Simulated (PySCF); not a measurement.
C$_{2}$H$_{6}$BO$_{3}$ (SMILES [O]CCB(O)O) (doublet)

Input file:

```
{"job": {"kind": "epr", "basis": "pcH-1"}, "charge": 0, "multiplicity": 2}
O     -1.095562     0.210801     1.606189
C     -1.344546    -0.290826     0.402926
C     -0.443313     0.232882    -0.721433
B      1.097351     0.074974    -0.191417
O      2.059312    -0.116127    -1.111928
O      1.314151     0.164486     1.118883
H     -1.369143    -1.402665     0.407496
H     -2.378953     0.010421     0.120780
H     -0.595428     1.302965    -0.869237
H     -0.641698    -0.278363    -1.659544
H      2.946183    -0.173631    -0.752920
H      0.452845     0.264400     1.624177
```

Launched as:

```sh
OMP_NUM_THREADS=1 python probes_run.py task.json out
```

Geometry: GFN2-xTB.

Computed with UKS B3LYP, pcH-1 on B C H O, non-relativistic, mean-field spin-orbit, GIAO in PySCF.

Q: What will maps of the electron density, electron localisation function and spin density show?

A: B–O (1.33 Å): ρ at the midpoint is about 2.3 e/Å³; the ELF peaks at about 0.90 between the atoms, as expected for a short, strongly polar bond.
C–B (1.64 Å): ρ at the midpoint is about 1.3 e/Å³; the ELF peaks at about 1 between the atoms, as expected for localised, covalent bonding.
O–H (0.96 Å): ρ at the midpoint is about 3.8 e/Å³; the ELF climbs to about 1 towards the hydrogen, as it does in any bond to H (an ordinary covalent bond to hydrogen).
The unpaired spin (1 electron) lies mostly on O1 (about 0.7), H8 (about 0.1) and C2 (about 0.1), in electrons by Hirshfeld's partition.

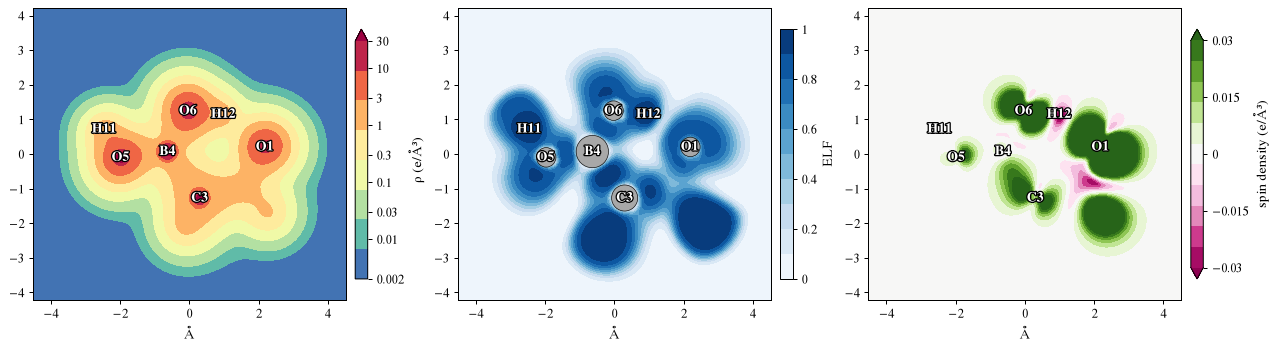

Computed electron density, electron localisation function and spin density on the plane of atoms B4, O6 and H12, in this order. Grey discs cover the atomic cores in the ELF map. 
